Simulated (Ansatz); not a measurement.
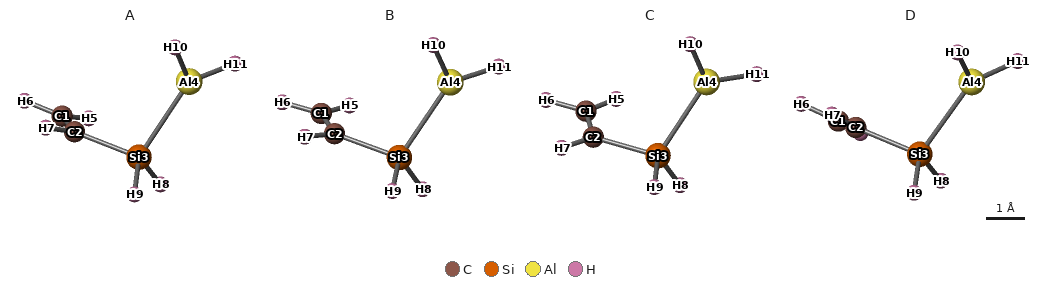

4 geometries from one relaxation of C$_{2}$H$_{7}$AlSi (coarse preliminary run), in shuffled order. A ball-and-stick model, seen at a tilt.

The start comes from a force field.

Computed with Ansatz, RKS PBE-D4/def2-SVP. (force threshold 0.03 eV/Å; at most 200 steps)

Q: Put them in the order of the run, from the start to the converged end.

A: C, B, A, D. They are steps 0, 3, 5, 16, at +53.4 kJ/mol, +4.97 kJ/mol, +1.50 kJ/mol relative to the last. The atom that moves furthest after the best rigid fit is H5 (1.07 Å). Largest moves by element: H 1.07 Å, C 0.39 Å, Al 0.24 Å, Si 0.06 Å. Some distances before and after: Si3–H8 1.402 → 1.510 Å, Al4–H10 1.521 → 1.606 Å, C1–C2 1.273 → 1.350 Å, Si3–Al4 2.390 → 2.465 Å. Among the angles between lasting bonds that change: Si3–Al4–H11 114.9° → 121.9°, C1–C2–Si3 119.5° → 124.7°, H10–Al4–H11 123.2° → 118.4°. Groups turn about C2–Si3 by about 45°. After 14 accepted moves (16 points after the start) the energy has fallen by 53.4 kJ/mol. The largest force component goes from 4.2 to 0.016 eV/Å. The line search rejected the trial steps at points 7, 10 of the run. The forces were under the threshold at step 11, but the run went on from there.
